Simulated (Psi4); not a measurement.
# A workflow on AlHSCl (SMILES [SH][Al][Cl])

Aim: a geometry optimisation (UM06-2X/aug-cc-pVDZ), then vibrational wavenumbers of AlHSCl. 

Program for the calculation: Psi4 1.11.

### 1 The molecule

AlHSCl has 4 atoms, charge 0, and is taken as a doublet. As SMILES, `[SH][Al][Cl]`. Geometry: relaxed at PBE0-D4/def2-TZVP. The run starts from this shape.

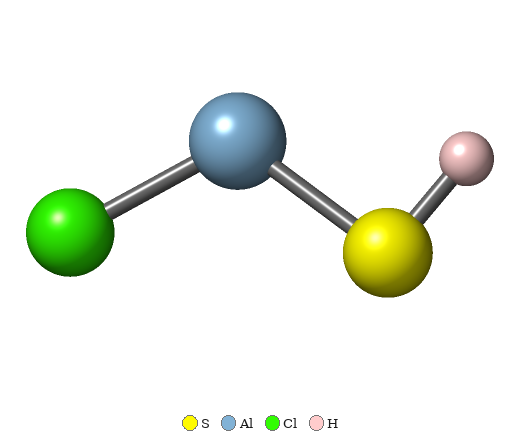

Viewed from a chosen angle; sulfur yellow, aluminium light blue, chlorine green, hydrogen pink.

### 2 A structure relaxation at UM06-2X/aug-cc-pVDZ (density fitting) (run 1)

calc.dat

```
memory 1.6 GB

molecule {
  0 2
  S
  Al 1 2.193326
  Cl 2 2.106976 1 115.52845
  H 1 1.344623 2 92.79537 3 -179.95044
}

set {
  basis aug-cc-pVDZ
  reference uks
  geom_maxiter 60
}

energy_value, wavefunction = opt('m06-2x', return_wfn=True)
```

Run with:

```bash
$ psi4 calc.dat calc.out -n 1
```

calc.out (excerpt; [...] marks lines left out):

```text
[...]
  Running in c1 symmetry.
[...]
  Nuclear repulsion =  156.154913511129990
[...]
  Multiplicity = 2
[...]
  Nalpha       = 24
  Nbeta        = 23
[...]
    Number of basis functions: 90
[...]
   @DF-UKS iter   1: -1101.38243951107779   -3.22777e-01   3.56306e-03 ADIIS/DIIS
[...]
   @DF-UKS iter   8: -1101.45091336457722   -4.09273e-12   2.72225e-09 DIIS
[...]
   @S^2 Observed:                7.529613038E-01
[...]
    Orbital Energies [Eh]
    ---------------------
    Alpha Occupied:
       1A   -102.651810     2A    -89.931286     3A    -56.942619
       4A     -9.797718     5A     -8.275839     6A     -7.517431
       7A     -7.513507     8A     -7.513419     9A     -6.193730
      10A     -6.192960    11A     -6.188640    12A     -4.450374
      13A     -2.950289    14A     -2.949576    15A     -2.947394
      16A     -0.907299    17A     -0.818903    18A     -0.504487
      19A     -0.463258    20A     -0.407892    21A     -0.395351
      22A     -0.391494    23A     -0.335005    24A     -0.268591
    Alpha Virtual:
      25A     -0.040498    26A     -0.005003    27A      0.002597
[...]
  @DF-UKS Final Energy: -1101.45091336457722
   => Energetics <=
    Nuclear Repulsion Energy =            154.1935952139440076
    One-Electron Energy =               -1830.6448329596141775
    Two-Electron Energy =                 609.5423551283498682
    DFT Exchange-Correlation Energy =     -34.5420307472570940
    Empirical Dispersion Energy =           0.0000000000000000
    VV10 Nonlocal Energy =                  0.0000000000000000
    Total Energy =                      -1101.4509133645772181
[...]
 Multipole Moments:
 ------------------------------------------------------------------------------------
     Multipole            Electronic (a.u.)      Nuclear  (a.u.)        Total (a.u.)
 ------------------------------------------------------------------------------------
 L = 1.  Multiply by 2.5417464519 to convert [e a0] to [Debye]
 Dipole X            :          0.0000100           -0.0000123           -0.0000022
 Dipole Y            :         -1.4243387            2.4313287            1.0069900
 Dipole Z            :          3.5203129           -3.4265212            0.0937917
 Magnitude           :                                                    1.0113485
[...]
  -Total Gradient:
     Atom            X                  Y                   Z
    ------   -----------------  -----------------  -----------------
       1        0.000000058481    -0.000472377183     0.000007064697
       2        0.000000056089    -0.000147856936    -0.000067509863
       3       -0.000000046030    -0.000174499355     0.000266558789
       4       -0.000000019381    -0.000465536534    -0.000095318479
[...]
    Final optimized geometry and variables:
    Molecular point group: c1
    Full point group: C1
    Geometry (in Angstrom), charge = 0, multiplicity = 2:
    S
    AL            1    2.216600
    CL            2    2.144502      1  114.630616
    H             1    1.352734      2   93.776527      3  179.999451
    Psi4 run time: 0:00:37.97
[...]
```

Standard output:

```text
Optimizer: Optimization complete!
```

Wall time 39 s (1 thread of Intel Xeon 6975P-C (Granite Rapids), shared host); peak memory 0.82 GiB.

Steps, from the record of the run:

```tsv
step	energy from the first frame kept (eV)	largest force (eV/Å)
0	0.0000	0.5551
1	-0.0140	0.2041
2	-0.0159	0.0389
3	-0.0160	0.0251
4	-0.0160	0.0244
```

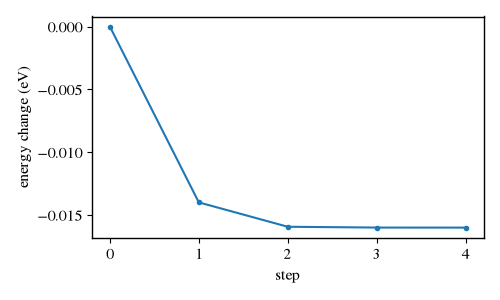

Energy along the run.

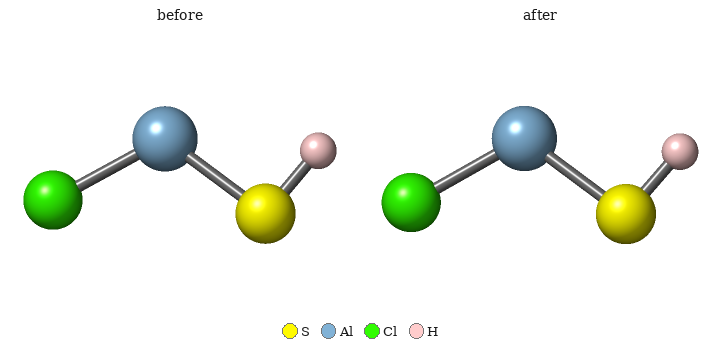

Before and after, at one scale.

After the run. Bond lengths: S1–Al2 2.217 Å, Al2–Cl3 2.145 Å, S1–H4 1.353 Å. Angles: S1–Al2–Cl3 114.6°, Al2–S1–H4 93.8°.

### 3 Vibrational wavenumbers at UM06-2X/aug-cc-pVDZ (density fitting) (run 2)

input.in

```
memory 1600 mb

molecule molecule1 {
  0 2
  S      0.434529     1.004159    -0.742143
  Al    -0.408220    -0.522672     0.626022
  Cl     0.241933    -2.528656     0.235876
  H     -0.217076     2.028241    -0.145018
}

set basis aug-cc-pVDZ
set reference uks
set t 400.0
set rotational_symmetry_number 1

E, wfn = frequency('m06-2x', return_wfn=True)
```

Run with:

```bash
$ psi4 -n 1 input.in input.out
```

input.out (excerpt; [...] marks lines left out):

```text
[...]
  Running in c1 symmetry.
[...]
  Nuclear repulsion =  154.193619495044260
[...]
  Multiplicity = 2
[...]
  Nalpha       = 24
  Nbeta        = 23
[...]
    Number of basis functions: 90
[...]
   @DF-UKS iter   1: -1101.38188398688453   -3.61469e-01   3.57288e-03 ADIIS/DIIS
[...]
   @DF-UKS iter  13: -1101.45091142104411   -3.18323e-12   5.34631e-09 DIIS
[...]
   @S^2 Observed:                7.529613765E-01
[...]
  @DF-UKS Final Energy: -1101.45091142104411
   => Energetics <=
    Nuclear Repulsion Energy =            154.1982367729119687
    One-Electron Energy =               -1830.6537528438875597
    Two-Electron Energy =                 609.5467853238167208
    DFT Exchange-Correlation Energy =     -34.5421806738855821
    Empirical Dispersion Energy =           0.0000000000000000
    VV10 Nonlocal Energy =                  0.0000000000000000
    Total Energy =                      -1101.4509114210445659
[...]
  -Total Gradient:
     Atom            X                  Y                   Z
    ------   -----------------  -----------------  -----------------
       1       -0.000069171653     0.000100519889     0.000075542749
       2        0.000124588677    -0.000081394863    -0.000126907584
       3       -0.000021116204    -0.000313715237     0.000082716737
       4        0.000564450561    -0.000678523171    -0.000563718686
[...]
  ==> Harmonic Vibrational Analysis <==
[...]
  Freq [cm^-1]                 125.2657            159.8208            428.7155
[...]
  IR activ [km/mol]             5.9782              5.8879             32.4057
[...]
  Freq [cm^-1]                 536.5214            639.9352           2707.7609
[...]
  IR activ [km/mol]            151.4671             9.7425              3.2321
[...]
  Total E_0, Enthalpy at 0 [K]                                                        -1101.44043831 [Eh]
[...]
  Total H, Enthalpy at  400.00 [K]                                                    -1101.43215961 [Eh]
[...]
  Total G, Gibbs energy at  400.00 [K]                                                -1101.48238293 [Eh]
[...]
```

On the terminal:

```text
Warning: used thermodynamics relations inappropriate for low-frequency modes: ['125.2657' '159.8208' '428.7155' '536.5214']
```

Run time: 2.9 min. Hardware: 1 thread of Intel Xeon 6975P-C (Granite Rapids), shared host; peak memory 0.85 GiB.

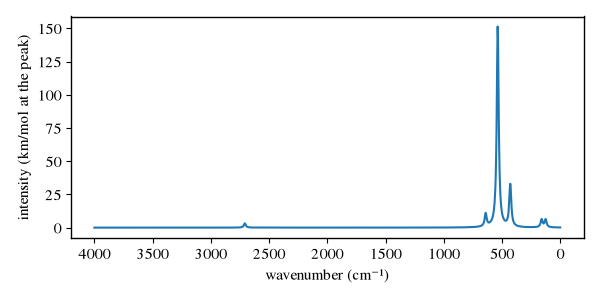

Harmonic infrared spectrum, unscaled, lines broadened by 10 cm⁻¹.

### 4 What came out

| quantity | value |
| --- | --- |
| run 1, UM06-2X/aug-cc-pVDZ: total energy at the end | -1101.45091 Eh |
| run 1, UM06-2X/aug-cc-pVDZ: dipole moment | 2.57 D |
| run 1, UM06-2X/aug-cc-pVDZ: HOMO energy (highest over α and β) | -7.31 eV |
| run 1, UM06-2X/aug-cc-pVDZ: LUMO energy (lowest over α and β) | -3.80 eV |
| run 1, UM06-2X/aug-cc-pVDZ: ⟨S²⟩ | 0.753 |
| run 2, UM06-2X/aug-cc-pVDZ: lowest harmonic wavenumber | 125 cm⁻¹ |
| run 2, UM06-2X/aug-cc-pVDZ: highest harmonic wavenumber | 2708 cm⁻¹ |
| run 2, UM06-2X/aug-cc-pVDZ: zero-point energy | 27.5 kJ/mol |
| run 2, UM06-2X/aug-cc-pVDZ: ideal-gas entropy at 400 K (symmetry number 1 as used) | 78.8 cal/(mol K) |

In words: The optimisation (run 1, UM06-2X/aug-cc-pVDZ) took 5 steps and changed the energy by -0.016 eV. All 6 modes (run 2, UM06-2X/aug-cc-pVDZ) are real, so the shape is a minimum at this level.
